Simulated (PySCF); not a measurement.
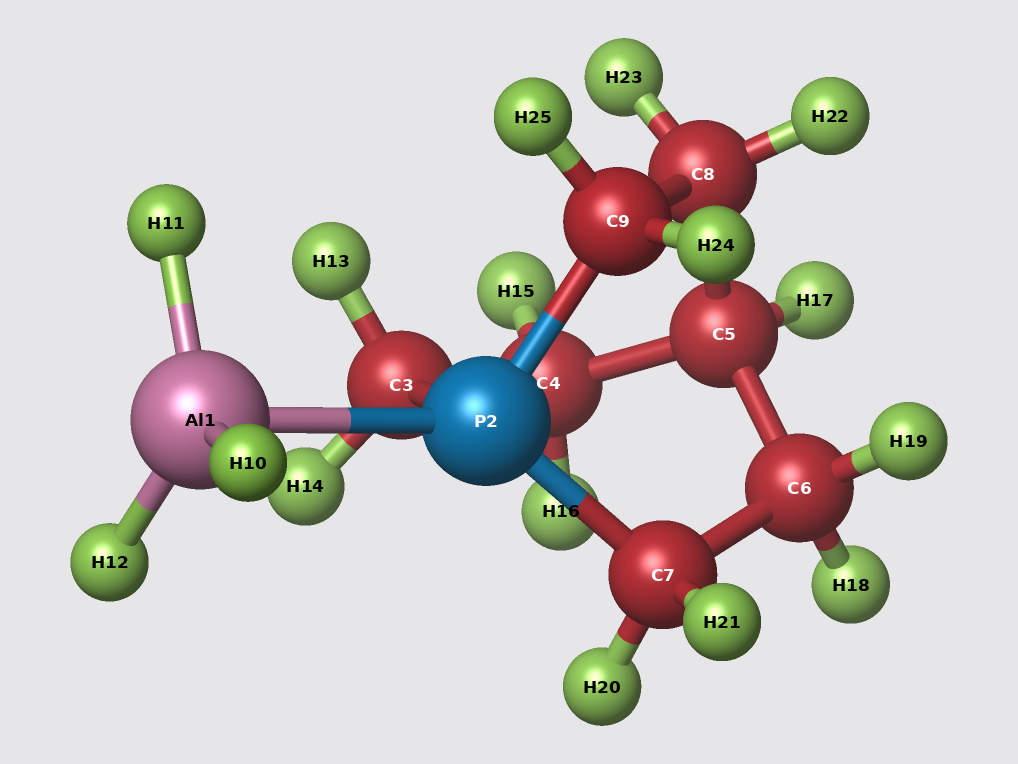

The geometry was computed by an optimisation with GFN2-xTB. No frequency run is at hand to confirm it as a minimum. Electric field gradients from the ground-state density, PBE0/pcSseg-1 (PySCF 2.14.0), non-relativistic apart from any core potentials.

Give the largest field-gradient component, the quadrupole coupling constant and the asymmetry for 27Al at Al1 (Q = 146.6 mb).

| atom | V_zz (a.u.) | e²qQ/h (MHz) | η |
| --- | --- | --- | --- |
| Al1 | 0.950 | 32.7 | 0.11 |

The geometry is semi-empirical. Around Al, P such bond lengths and angles can be off by a tenth of an ångström or more and by several degrees, and values that hang on the shape move with them.
